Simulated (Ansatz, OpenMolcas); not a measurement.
**AlPNH4OF (SMILES [NH2][Al]([F])[PH]O): methods side by side**

The species is AlPNH4OF (9 atoms), meant as a singlet with charge 0. SMILES: `[NH2][Al]([F])[PH]O`. The shape is that of a PBE0-D4/def2-TZVP optimisation. This is one conformer, not always the lowest.

```tsv
atom	x (Å)	y (Å)	z (Å)
N	1.4892	1.0046	-0.1858
Al	0.8824	-0.5729	0.2852
F	1.9053	-1.6774	0.9660
P	-1.3227	-1.1961	-0.1584
O	-1.8899	0.3511	-0.4715
H	0.8939	1.7227	-0.5659
H	2.4317	1.3389	-0.0724
H	-1.6432	-1.3102	1.2303
H	-2.6581	0.2930	-1.0446
```

Each level gives the energy change with the P4–H8 bond stretched from 1.430 to 1.859 Å (eV). The values are calculated.

```tsv
level	kind	program	value (eV)	CPU time (all runs)
SVWN5/def2-SVP (restricted)	LDA	OpenMolcas	0.76	55 s
M06-L/def2-SVP (restricted)	meta-GGA	OpenMolcas	0.94	93 s
r2SCAN/def2-SVP (restricted)	meta-GGA	OpenMolcas	0.86	96 s
wB97M-V/def2-SVP (restricted)	range-separated hybrid	Ansatz	0.94	4.1 min
PBE-QIDH/def2-SVP (restricted)	double hybrid	Ansatz	1.03	32 s
RPA@PBE0/def2-SVP (restricted)	RPA	Ansatz	0.95	38 s
MP2/def2-SVP (restricted)	perturbation theory	Ansatz	1.03	8.9 s
CCSD/def2-SVP (restricted)	coupled cluster or CI	Ansatz	0.96	59 s
```

The first shape isn't each level's own minimum. The values span 0.76 to 1.03 eV. Times are those of the runs behind each value, whatever else they computed, on shared processors of several kinds: orders of magnitude only.

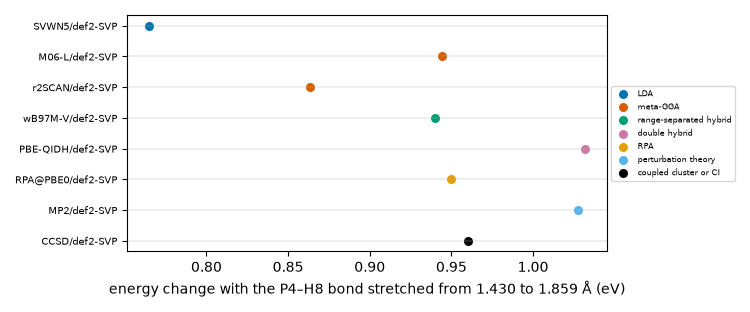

The values of the table, level by level.
